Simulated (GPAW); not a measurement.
# Dielectric function and optical constants of SrCl2, part 2 of 2

Wanted: where SrCl2 starts to absorb, how strongly, and its refractive index.

GPAW 26.7.0; DFT, LDA, plane-wave PAW (GPAW data sets), scalar-relativistic, RPA, optical limit.

So far. Step 2 (Ground state): There is a gap, 4.88 eV on this mesh (points off the mesh can give less), so no carriers' term is needed.

## 4. Dielectric function, RPA (continued)

Values under the direct gap are tails of Lorentzian lines. Im ε, E ∥ x against photon energy; read off at these points:

| photon energy (eV) | Im ε, E ∥ x |
| --- | --- |
| 0.0 | 0 |
| 1.0 | 0.00949 |
| 2.0 | 0.0211 |
| 3.0 | 0.0387 |
| 4.0 | 0.0735 |
| 5.0 | 0.204 |
| 6.0 | 1.17 |
| 7.0 | 3.44 |
| 7.5 | 4.88 |
| 8.0 | 4.10 |
| 9.0 | 2.72 |
| 10.0 | 2.33 |
| 11.0 | 1.56 |
| 12.0 | 1.42 |
| 13.0 | 1.40 |
| 14.0 | 1.10 |
| 15.0 | 1.19 |
| 16.0 | 1.27 |
| 17.0 | 0.861 |
| 18.0 | 0.952 |
| 19.0 | 0.760 |

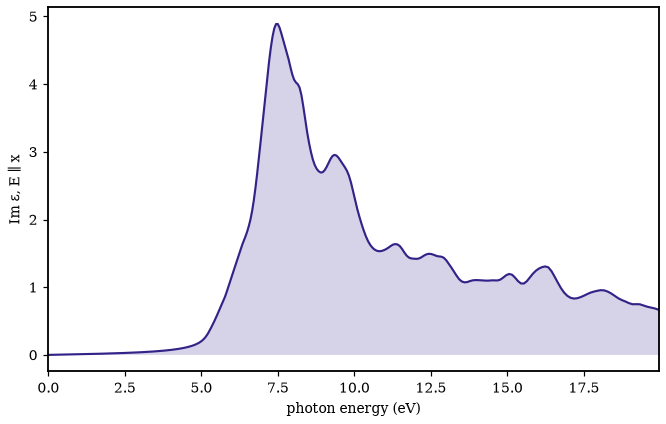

Im ε, E ∥ x, plotted against photon energy.

Re ε, E ∥ x against photon energy:

| photon energy (eV) | Re ε, E ∥ x |
| --- | --- |
| 0 | 2.88 |
| 2 | 2.97 |
| 4 | 3.39 |
| 6 | 4.73 |
| 8 | 1.68 |
| 10 | 0.244 |
| 12 | 0.803 |
| 14 | 0.808 |
| 16 | 0.832 |
| 18 | 0.690 |

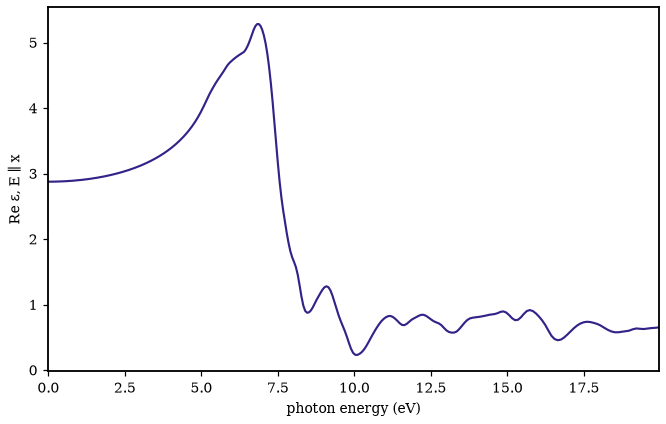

Re ε, E ∥ x against photon energy.

Table of refractive index n and extinction k by photon energy:

| photon energy (eV) | n | k |
| --- | --- | --- |
| 0 | 1.70 | 0 |
| 2 | 1.72 | 0.00613 |
| 4 | 1.84 | 0.0200 |
| 6 | 2.19 | 0.267 |
| 8 | 1.75 | 1.17 |
| 10 | 1.14 | 1.02 |
| 12 | 1.10 | 0.643 |
| 14 | 1.04 | 0.530 |
| 16 | 1.08 | 0.585 |
| 18 | 0.966 | 0.493 |

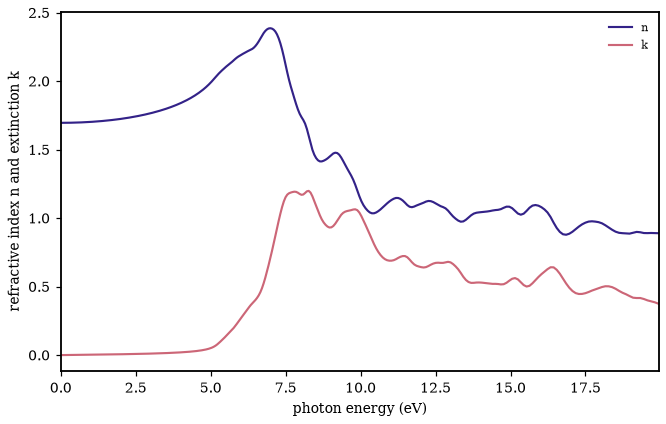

Refractive index n and extinction k, plotted against photon energy.

The loss function −Im 1/ε at q → 0, E ∥ x has structure finer than the step of the table below, so its rows give means over 1 eV, whole bins alone (the curve runs from 0 to 19.9 eV). Peaks (eV: height): 13.3: 0.683, 16.9: 0.841, 18.7: 0.811.

Values under the direct gap are tails of Lorentzian lines. Table of loss function −Im 1/ε at q → 0, E ∥ x by energy loss; means over each step:

| energy loss (eV) | loss function −Im 1/ε at q → 0, E ∥ x |
| --- | --- |
| 1 | 0.00113 |
| 2 | 0.00240 |
| 3 | 0.00401 |
| 4 | 0.00652 |
| 5 | 0.0152 |
| 6 | 0.0489 |
| 7 | 0.0940 |
| 8 | 0.210 |
| 9 | 0.305 |
| 10 | 0.434 |
| 11 | 0.523 |
| 12 | 0.532 |
| 13 | 0.607 |
| 14 | 0.598 |
| 15 | 0.572 |
| 16 | 0.581 |
| 17 | 0.769 |
| 18 | 0.706 |
| 19 | 0.797 |

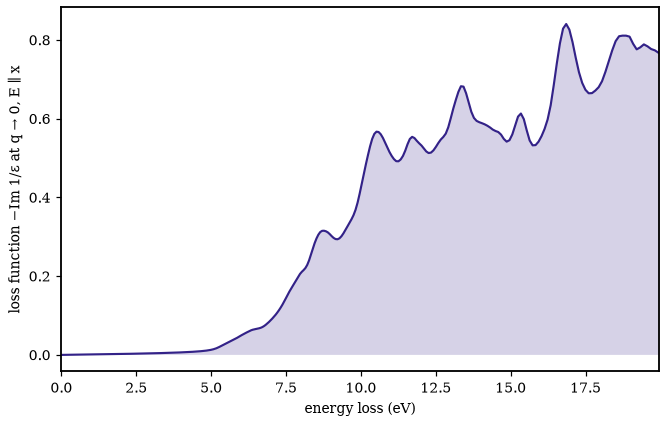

Loss function −Im 1/ε at q → 0, E ∥ x against energy loss.

Values under the direct gap are tails of Lorentzian lines. Table of Im ε, E ∥ x by photon energy; read off at these points:

| photon energy (eV) | without local fields | with local fields |
| --- | --- | --- |
| 0.0 | 0 | 0 |
| 1.0 | 0.0124 | 0.00949 |
| 2.0 | 0.0275 | 0.0211 |
| 3.0 | 0.0503 | 0.0387 |
| 4.0 | 0.0945 | 0.0735 |
| 5.0 | 0.249 | 0.204 |
| 6.0 | 1.39 | 1.17 |
| 7.0 | 4.94 | 3.44 |
| 7.4 | 6.85 | 4.85 |
| 7.5 | 6.68 | 4.88 |
| 8.0 | 5.20 | 4.10 |
| 9.0 | 3.60 | 2.72 |
| 9.3 | 3.98 | 2.94 |
| 10.0 | 2.71 | 2.33 |
| 11.0 | 2.20 | 1.56 |
| 12.0 | 2.28 | 1.42 |
| 13.0 | 1.95 | 1.40 |
| 14.0 | 1.79 | 1.10 |
| 15.0 | 1.56 | 1.19 |
| 16.0 | 1.01 | 1.27 |
| 17.0 | 0.649 | 0.861 |
| 18.0 | 0.587 | 0.952 |
| 19.0 | 0.508 | 0.760 |

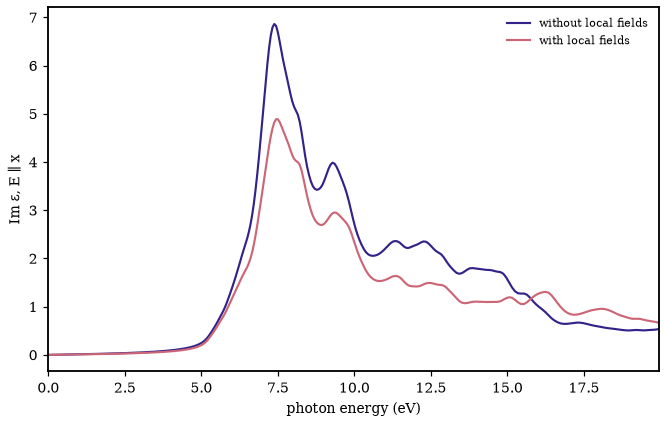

Im ε, E ∥ x, plotted against photon energy.

Optical constants at common wavelengths, from n + ik = √ε:

| wavelength (nm) | n | k | R (%) | 1/α |
| --- | --- | --- | --- | --- |
| 1064 | 1.71 | 0.003 | 6.8 | 26 µm |
| 800 | 1.71 | 0.005 | 6.9 | 14 µm |
| 633 | 1.72 | 0.006 | 7.1 | 8.4 µm |
| 405 | 1.77 | 0.011 | 7.7 | 2.8 µm |
| 308 | 1.84 | 0.020 | 8.8 | 1.2 µm |
| 248 | 1.99 | 0.051 | 11.0 | 386 nm |
| 193 | 2.24 | 0.386 | 15.9 | 40 nm |

Below the direct gap, k and the depth come from the tails of the Lorentzian lines, not from transitions.

Rows near the edge hang on the gap, which this functional as a rule makes too small, and phonon-assisted absorption is left out.

## 5. Outcome

* electronic dielectric constant ε∞, mean over x, y and z (by symmetry where fewer were run) (RPA): 2.88
* main peak of Im epsilon, first axis: 7.47 eV

What this shows: At this level (LDA, RPA) SrCl2 has ε∞ = 2.88 and n = 1.70 at 1550 nm, and Im ε peaks at 7.5 eV. On the mesh the gap is 4.88 eV and the least direct gap 5.17 eV, so on this mesh the band edges lie at different points. Local fields change the static value along x from 3.35 to 2.88 (-14 %). Distinct maxima of Im ε, read by a parabola through the highest points, lie at 7.47 eV (4.9), 9.36 eV (3.0) and 16.23 eV (1.3). Excitons and phonon-assisted transitions are missing; LDA gaps are as a rule too small, which pulls the onset down and ε∞ up. The sum runs over mesh points, so small or evenly spaced maxima can still be ripples of the mesh.

[Hosts, paths, dates, database ids (printed as entryN), source tags and the programs' standing remarks are cut or masked in the printed files.]
